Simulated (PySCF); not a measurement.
**C$_{4}$H$_{9}$FNSi$_{2}$ (doublet): density, localisation and related maps**

```xyz
17

C     2.2560    2.1998    0.8197
C     2.0614    1.0358    1.0806
Si    1.5780   -0.6564    1.5832
C     0.9805   -1.6975    0.1118
Si   -0.7713   -1.2517   -0.4329
F    -1.8079   -1.8236    0.6715
N    -0.9357    0.4462   -0.3523
C    -2.1870    1.1396   -0.5415
H     2.4633    3.2018    0.5745
H     2.6100   -1.2976    2.3997
H     0.9934   -2.7503    0.3878
H     1.6742   -1.5878   -0.7209
H    -1.2209   -1.9225   -1.6529
H    -0.1392    1.0238   -0.5712
H    -2.3808    1.3762   -1.5937
H    -2.9931    0.5070   -0.1783
H    -2.1877    2.0692    0.0299
```

Geometry: GFN2-xTB.

Level of theory: UKS B3LYP, pcH-1 on C F H N Si, non-relativistic, mean-field spin-orbit, GIAO in PySCF.

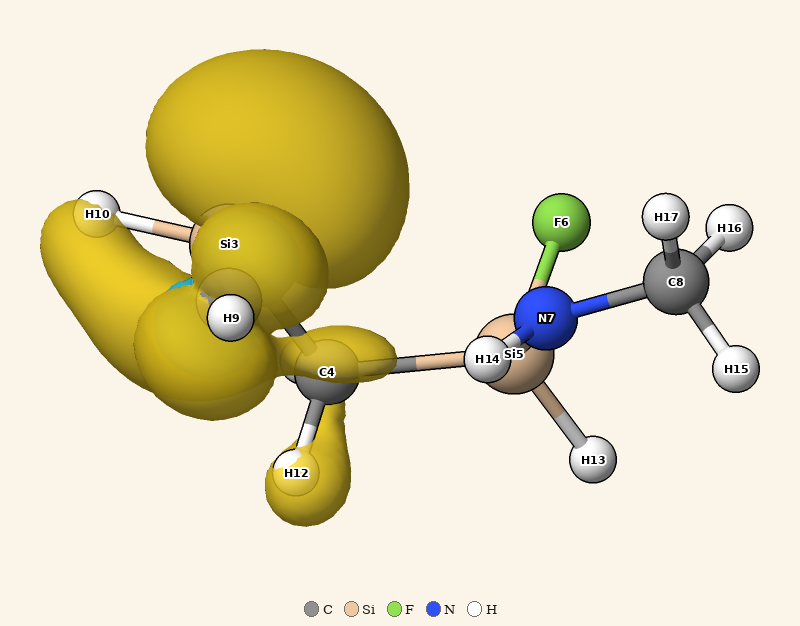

Figure 1. Isosurfaces of the spin density (α minus β) at +0.015 (yellow) and −0.015 e/Å³ (cyan), seen from one side.

Describe the spin distribution.

Answer. The unpaired spin (1 electron) lies mostly on Si3 (about 0.7) and C1 (about 0.1), in electrons by Hirshfeld's partition.

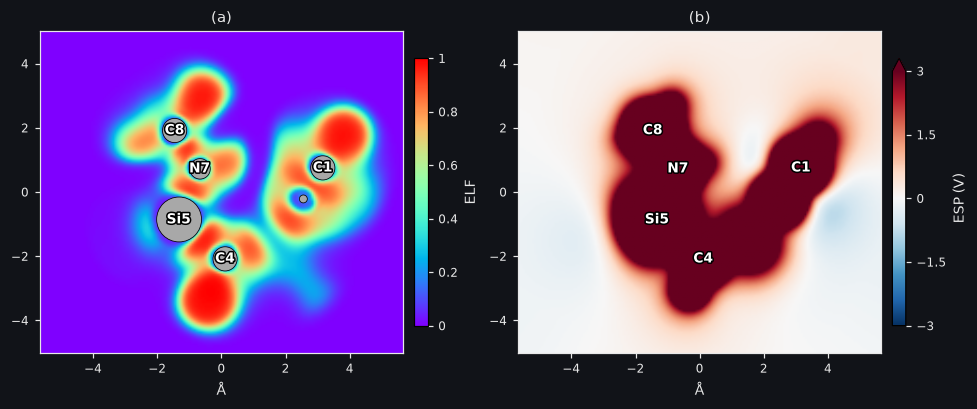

Figure 2. (a) electron localisation function; (b) electrostatic potential on the plane of atoms C4, Si5 and N7. Grey discs cover the atomic cores in the ELF map.

Describe what can be read from this map.

Answer.
- The section cuts through C, Si and N sites.
- C–N (1.44 Å): the ELF peaks at about 0.90 between the atoms: localised, covalent bonding.
- Si–N (1.71 Å): the ELF peaks at about 0.90 between the atoms, as expected for a shared but strongly polarised pair.
- C–Si (1.89 Å): the ELF peaks at about 0.95 between the atoms; a covalent bond.
- Outside the dense part of the molecule the potential is most negative (−0.8 V) near C2, which lies off the plane.

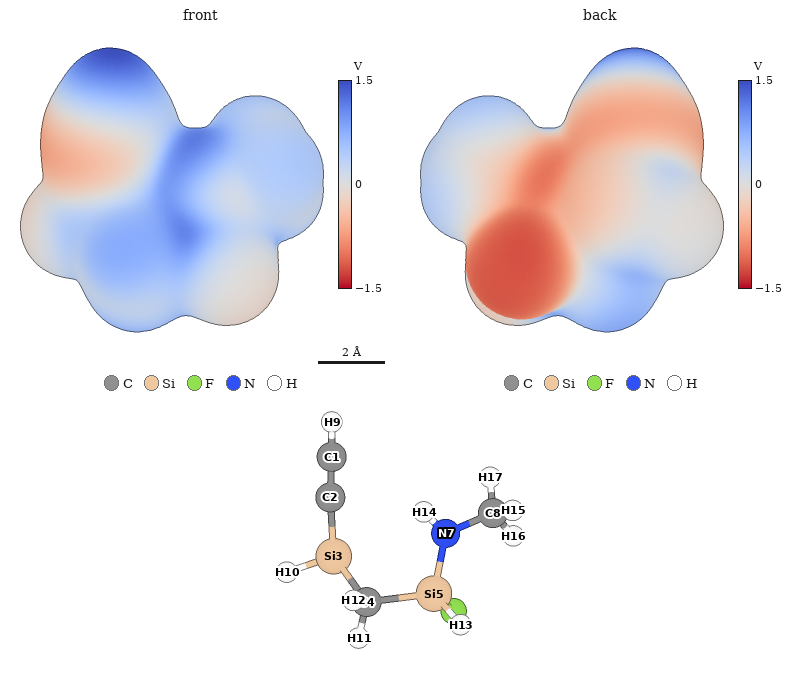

Figure 3. The electrostatic potential painted on the density surface at 0.001 e/bohr³, seen from the front and from behind; the colour scale runs from red (negative) to blue (positive). The bare structure is drawn below in the same view.

Describe the electrostatic potential map.

Answer. The most negative region (about −1.2 V) lies over F6, the most positive (about +1.4 V) over H9.
